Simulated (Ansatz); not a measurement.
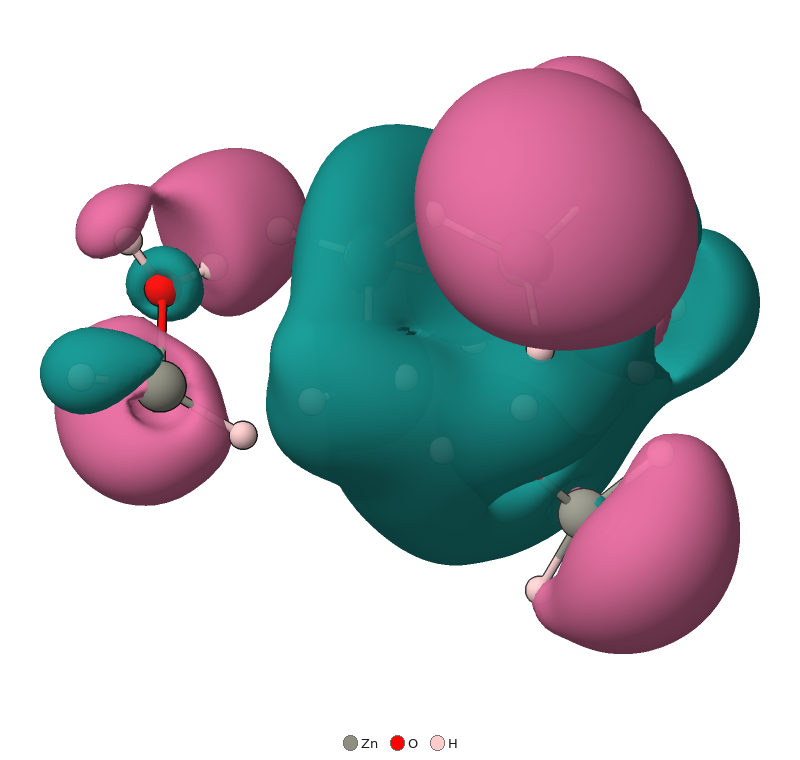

H$_{10}$O$_{3}$Zn$_{3}$···H$_{4}$OZn···H$_{4}$OZn (Zn5O5 zinc blende bond disc). One frontier orbital at ±0.03 Å⁻³ᐟ² (teal and pink are the two phases), seen at a tilt.

Geometry: PBE-D4/def2-SVP; not at a stationary point (largest force 1.0 eV/Å).

Level of theory: Ansatz, RKS PBE0-D4/def2-TZVP.

Input

```
crystal:
  periodic: [false, false, false]
  atoms:
    - {symbol: Zn, position_ang: [-2.413794, 0.658339, 2.274067]}
    - {symbol: Zn, position_ang: [-2.163812, 2.557858, -2.304554]}
    - {symbol: Zn, position_ang: [0.459003, -1.259325, 1.006518]}
    - {symbol: Zn, position_ang: [3.888299, -2.794169, -1.491590]}
    - {symbol: Zn, position_ang: [0.136264, 1.226010, 1.784146]}
    - {symbol: O, position_ang: [-1.253120, -0.218662, 0.820290]}
    - {symbol: O, position_ang: [-0.617800, 1.442789, -1.387046]}
    - {symbol: O, position_ang: [-3.242235, 1.964310, 0.860777]}
    - {symbol: O, position_ang: [1.360952, -0.340625, -0.750008]}
    - {symbol: O, position_ang: [2.537234, -3.759731, -0.241348]}
    - {symbol: H, position_ang: [-3.506034, 0.038251, 3.201413]}
    - {symbol: H, position_ang: [-0.996311, 1.585536, 2.935276]}
    - {symbol: H, position_ang: [-2.341970, 2.113878, -3.785987]}
    - {symbol: H, position_ang: [-2.511309, 3.413510, -0.990921]}
    - {symbol: H, position_ang: [0.597906, -2.835242, 0.927916]}
    - {symbol: H, position_ang: [1.126834, -0.164782, 2.170542]}
    - {symbol: H, position_ang: [3.068552, -1.491865, -1.948089]}
    - {symbol: H, position_ang: [5.181942, -3.662207, -1.534786]}
    - {symbol: H, position_ang: [0.736891, 2.167094, 0.611943]}
    - {symbol: H, position_ang: [-1.416469, 0.151053, -0.075346]}
    - {symbol: H, position_ang: [0.016634, 0.739480, -1.668551]}
    - {symbol: H, position_ang: [-0.157711, 1.831924, -0.571743]}
    - {symbol: H, position_ang: [-4.160544, 2.255727, 1.003557]}
    - {symbol: H, position_ang: [-2.884517, 2.538606, 0.105887]}
    - {symbol: H, position_ang: [2.099336, -0.880978, -1.225670]}
    - {symbol: H, position_ang: [1.813374, 0.447646, -0.374318]}
    - {symbol: H, position_ang: [1.749159, -3.322915, 0.223582]}
    - {symbol: H, position_ang: [2.870644, -4.440110, 0.371743]}
basis:
  gaussian: {orbitals: def2-TZVP, fitting: {mean_field: def2-universal-jkfit}, initial_orbitals: start.molden}
hamiltonian: {xc: pbe0, dispersion: d4}
scf: {omitted_lower_state_checks: [starts]}
output: {forces: true, orbitals: {seedname: orbitals}}
```

Launched as:

```sh
ansatz run in.yaml --threads 2 --pin off --events-out ev --progress --plain --max-ram 32768MiB --backend cuda --devices 0, --max-vram 18GiB
```

Which orbital is it: HOMO or LUMO?

Answer. The LUMO, at −0.89 eV. Its weight (Hirshfeld) is mainly on Zn5 (about 25 %), Zn3 (about 10 %), Zn2 (about 10 %) and Zn1 (about 5 %).
